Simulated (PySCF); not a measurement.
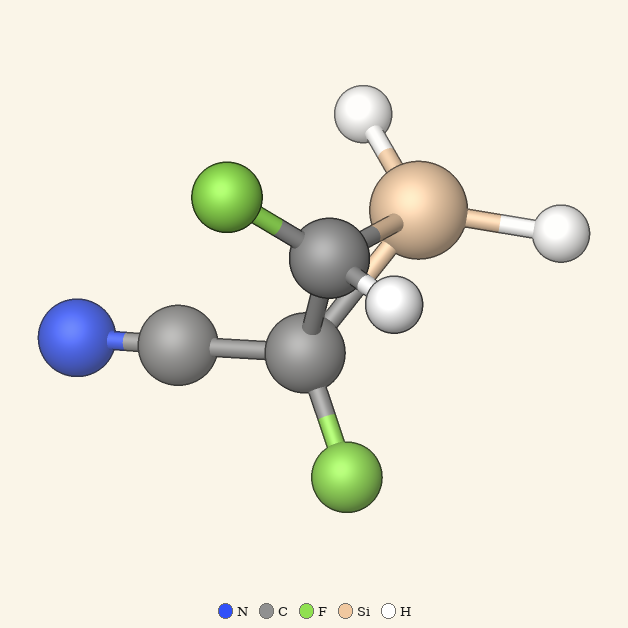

Rendered structure (ball-and-stick style). Every bond is drawn as one stick, whatever its order.

The computed structure is the end point of a PBE0-D3(BJ)/def2-SVP optimisation. No frequency run is at hand to confirm it as a minimum.

Count the atoms of each element.

Answer. C₃H₃F₂NSi, 10 atoms: 3 carbon, 3 hydrogen, 2 fluorine, 1 nitrogen and 1 silicon.

How many sets of symmetry-equivalent atoms are there?

Answer. 10: 1 N, 1 C, 1 C, 1 F, 1 Si, 1 C, 1 F, 1 H, 1 H, 1 H.

Describe its rings.

Answer. Independent rings (smallest set): 1 of 3 members.

More results for the same structure follow; atom numbers are the same in all pictures, views and colours differ.

### Geometry

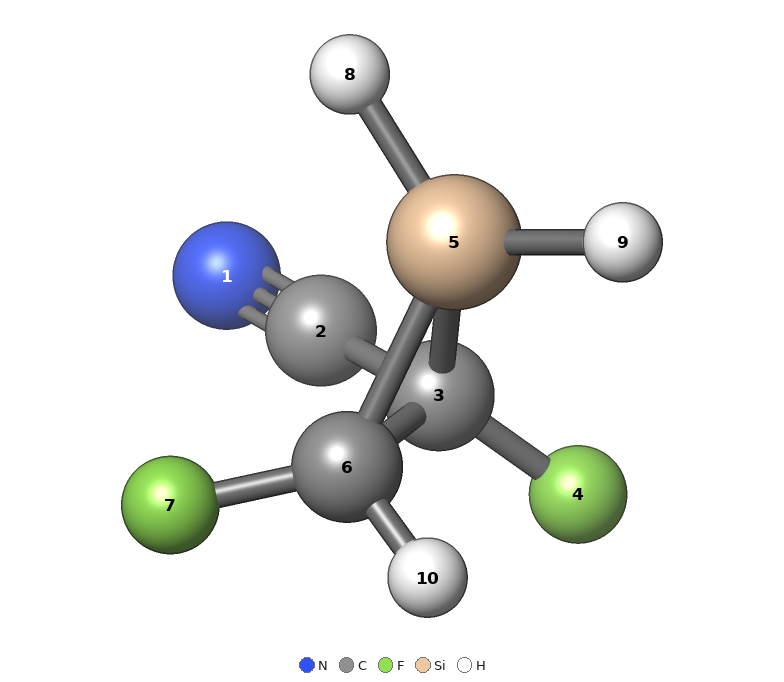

No frequency run is at hand to confirm it as a minimum.

Give the bond lengths.

```json
{"bond": "N1–C2", "length (Å)": "1.159", "order": "triple"}
{"bond": "C2–C3", "length (Å)": "1.442", "order": "single"}
{"bond": "C3–F4", "length (Å)": "1.361", "order": "single"}
{"bond": "C3–Si5", "length (Å)": "1.918", "order": "single"}
{"bond": "C3–C6", "length (Å)": "1.522", "order": "single"}
{"bond": "Si5–C6", "length (Å)": "1.879", "order": "single"}
{"bond": "Si5–H8", "length (Å)": "1.479", "order": "single"}
{"bond": "Si5–H9", "length (Å)": "1.481", "order": "single"}
{"bond": "C6–F7", "length (Å)": "1.349", "order": "single"}
{"bond": "C6–H10", "length (Å)": "1.102", "order": "single"}
```

### NMR shielding

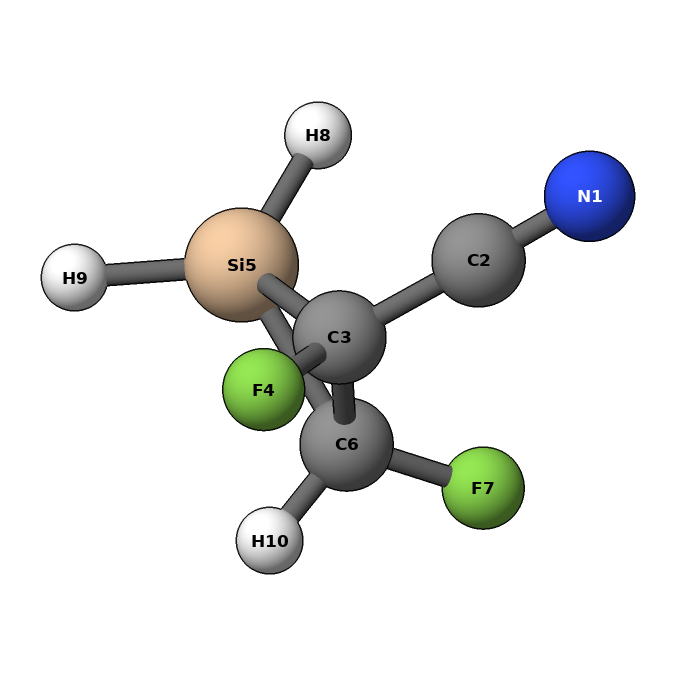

No frequency run is at hand to confirm it as a minimum. Level of theory: GIAO B97-2/pcSseg-1 NMR shielding, non-relativistic, gas phase (PySCF 2.14.0). Principal shieldings σ11 ≤ σ22 ≤ σ33, span Ω = σ33 − σ11, skew κ = 3(σiso − σ22)/Ω.

Give the shielding tensors of the Si atoms.

```json
{"atom": "Si5", "σ11": "369.2", "σ22": "398.3", "σ33": "579.2", "σiso": "448.9", "Ω": "210.1", "κ": "0.72"}
```

Shieldings and span in ppm.

### Electronic properties

No frequency run is at hand to confirm it as a minimum. Properties computed with OPBE/pcSseg-1, gas phase (PySCF 2.14.0).

Computed properties:

- dipole moment: 4.55 D
- HOMO energy (Kohn–Sham orbital): −6.76 eV
- LUMO energy (Kohn–Sham orbital): −1.94 eV
- HOMO–LUMO gap: 4.82 eV

### Quadrupole coupling

No frequency run is at hand to confirm it as a minimum. Electric field gradients from the ground-state density, PBE0/aug-cc-pVDZ (PySCF 2.14.0), non-relativistic apart from any core potentials.

Give the largest field-gradient component, the quadrupole coupling constant and the asymmetry for 14N at N1 (Q = 20.44 mb), 2H at H8 (Q = 2.86 mb), 2H at H9 (Q = 2.86 mb), 2H at H10 (Q = 2.86 mb).

```tsv
atom	V_zz (a.u.)	e²qQ/h (MHz)	η
N1	−0.791	−3.80	0.47
H8	0.161	0.108	0.06
H9	0.160	0.108	0.06
H10	0.285	0.192	0.15
```
